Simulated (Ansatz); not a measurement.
System: TiCl3 on a slab of content Si.

Structure:
```
CELL_PARAMETERS angstrom
7.66720 0.00000 0.00000
-3.83360 6.64000 0.00000
0.00000 0.00000 24.04280
ATOMIC_POSITIONS crystal
Si 0.66667 0.33333 0.35354
Si 0.66667 0.83333 0.35354
Si 0.16667 0.33333 0.35354
Si 0.16667 0.83333 0.35354
Si 0.50000 0.50000 0.38608
Si 0.50000 0.00000 0.38608
Si 0.00000 0.50000 0.38608
Si 0.00000 0.00000 0.38608
Si 0.00000 0.50000 0.48373
Si 0.00000 0.00000 0.48373
Si 0.50000 0.50000 0.48373
Si 0.50000 0.00000 0.48373
Si 0.83333 0.66667 0.51532
Si 0.83333 0.16667 0.51532
Si 0.33333 0.66667 0.51532
Si 0.33333 0.16667 0.51532
Si 0.33333 0.66667 0.61529
Si 0.33333 0.16667 0.61529
Si 0.83333 0.66667 0.61529
Si 0.83333 0.16667 0.61529
Si 0.16667 0.83333 0.64365
Si 0.16667 0.33333 0.64365
Si 0.66667 0.83333 0.64365
Si 0.66667 0.33333 0.64365
```

How it was computed, with Ansatz 0.2.0: adsorption at several starting sites on a slab cut from the named crystal, one adsorbate a surface cell, the lower planes held, the adsorption energy counts from the clean slab and the free, spin-polarised adsorbate, negative where bound, plane waves with PAW datasets, Γ-centred k mesh. Level: PBE with D3(BJ), collinear spin.

| setting | value |
| --- | --- |
| crystal formula | Si |
| crystal space group number | 227 |
| Miller index h | 1 |
| Miller index k | 1 |
| Miller index l | 1 |
| top plane | Si |
| bottom plane | Si |
| planes | 6 |
| surface cell | (2, 2) |
| slab thickness as cut | 7.04 Å |
| vacuum | 17 Å |
| surface area | 50.91 Å² |
| wave cutoff | 420 eV |
| k mesh | 6×6×1 |
| occupations | Gaussian |
| smearing width | 0.05 eV |
| boundary | dipole corrected |
| adsorbate | TiCl3 |

Sites are named by a rule of distances and placed in fractions of the cell vectors a and b; the slab's top layers relax too; key: 1 = top site at (0.17, 0.83); 2 = hollow site at (0.00, 0.50).

What does the calculation give for the adsorption energy of each starting site?

Among these starts the lowest is no. 1, at −2.723 eV; no. 2 is 0.278 eV higher.

| starting site | adsorption energy (eV) | height over highest slab atom (Å) | dipole change (e Å) |
| --- | --- | --- | --- |
| no. 1 | −2.723 | 2.528 | −0.028 |
| no. 2 | −2.445 | 0.342 | −0.009 |

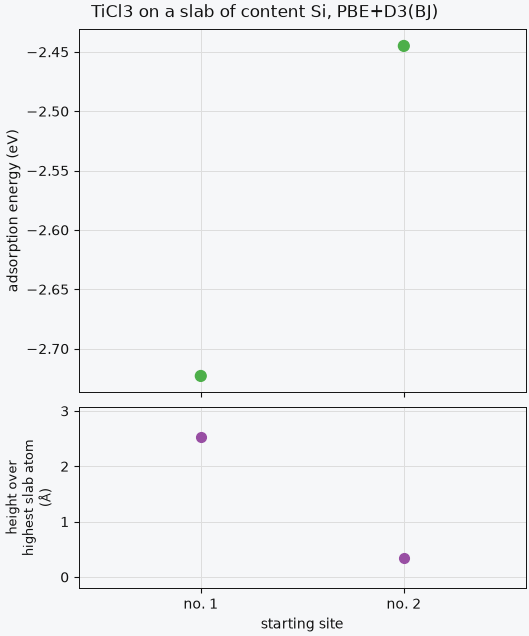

Limits of the calculation: a crossing between the sampled k points may be missed; xc potential rough in thin density.
